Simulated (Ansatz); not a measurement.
C$_{3}$H$_{7}$FSn (SMILES [CH3][SnH2][CH]=CF)

The calculation's input:

```
crystal:
  periodic: [false, false, false]
  atoms:
    - { symbol: C, position_ang: [-1.7903, 0.232, -0.6083] }
    - { symbol: Sn, position_ang: [-0.2777, -1.1027, -0.1228] }
    - { symbol: C, position_ang: [1.2047, -0.0714, 0.9477] }
    - { symbol: C, position_ang: [1.9609, 0.9755, 0.4296] }
    - { symbol: F, position_ang: [1.6036, 1.3927, -0.8398] }
    - { symbol: H, position_ang: [-2.6333, -0.2385, -1.1847] }
    - { symbol: H, position_ang: [-2.239, 0.7046, 0.3151] }
    - { symbol: H, position_ang: [-1.3865, 1.112, -1.2515] }
    - { symbol: H, position_ang: [0.4145, -1.7418, -1.5497] }
    - { symbol: H, position_ang: [-0.9213, -2.3919, 0.886] }
    - { symbol: H, position_ang: [1.4681, -0.4058, 1.9869] }
    - { symbol: H, position_ang: [2.6732, 1.4802, 1.0256] }
basis:
  gaussian: { orbitals: def2-SVP }
hamiltonian:
  xc: pbe
  dispersion: d4
relax:
  f_tol: 0.015
  max_steps: 40
output:
  orbitals: {}
```

Launched as:

```sh
ansatz run input.yaml --threads 2 --pin off --max-ram 3072MiB --backend cpu --events-out ev --progress --plain --runs-dir out
```

The fields are those of the relaxed geometry.

Core potentials replace the inner electrons of Sn.

Theory: Ansatz, RKS PBE-D4/def2-SVP.

**What will maps of the electron density and electron localisation function show?**

C–C (1.34 Å): the density is about 2.3 e/Å³ at the midpoint; the ELF peaks at about 0.90 between the atoms (a multiple bond).
C–F (1.36 Å): ρ at the midpoint is about 2.2 e/Å³, with its minimum of 1.7 e/Å³ about 0.5 Å from C; the ELF peaks at about 0.85 between the atoms: a shared but strongly polarised pair.
C–Sn (2.16 Å): ρ at the midpoint is about 0.65 e/Å³; the ELF peaks at about 0.90 in the valence shell of C, 0.7 Å from its nucleus, and drops to about 0.15 between the two atoms.
C–H (1.10 Å): ρ at the midpoint is about 1.9 e/Å³; the ELF climbs to about 1 towards the hydrogen, as it does in any bond to H: a covalent bond by its length.

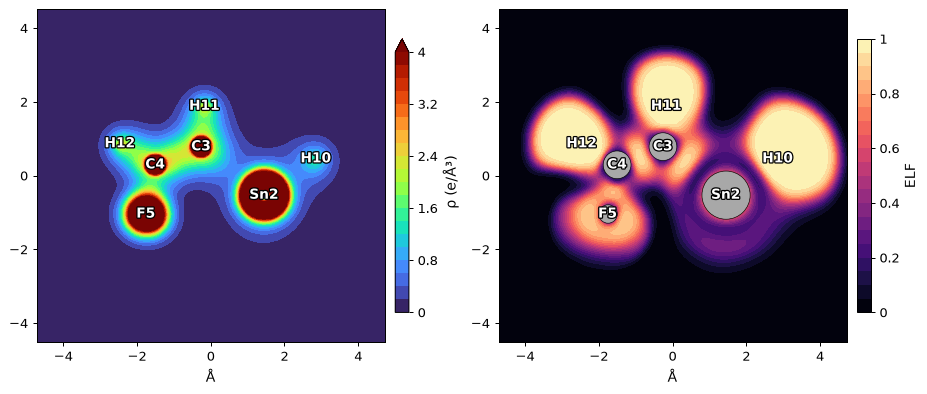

Computed electron density and electron localisation function on the plane of atoms C3, C4 and H12, in this order. Grey discs cover the atomic cores in the ELF map. 
